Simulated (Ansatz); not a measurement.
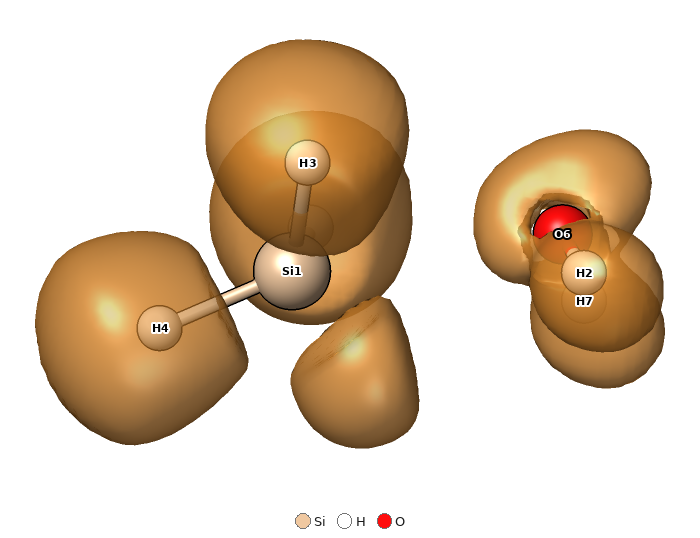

*H$_{3}$Si···H$_{2}$O (doublet). Isosurface of the ELF at 0.8 (orange), seen from one side. Only the valence region is drawn (cores and ρ < 0.01 e/Å³ removed).*

Computed with UKS PBE0/def2-SVP (Ansatz 0.2.0).

```yaml
atoms:
  - { symbol: Si, position_ang: [-0.2448, 0.1651, -0.1353] }
  - { symbol: H, position_ang: [0.4545, 0.3640, 2.9034] }
  - { symbol: H, position_ang: [1.2467, 0.1993, -0.0819] }
  - { symbol: H, position_ang: [-0.7130, 0.8286, -1.3991] }
  - { symbol: H, position_ang: [-0.7665, -1.2335, -0.0927] }
  - { symbol: O, position_ang: [0.2136, -0.5109, 2.5772] }
  - { symbol: H, position_ang: [-0.7035, -0.6136, 2.8570] }
```

Where are the electrons localised?

The ELF exceeds this value in three regions around hydrogen nuclei, one lobe on Si, pointing away from the bonds (non-bonding electrons) and one joined region spread over several atoms (H, O), in which their bonds and any lone pairs are merged. Profiles from the grid: Si1···O6 (2.83 Å): the ELF is about 0.10 at the midpoint. O–H (0.96 Å): the ELF climbs to about 1 towards the hydrogen, as it does in any bond to H; a covalent bond by its length.
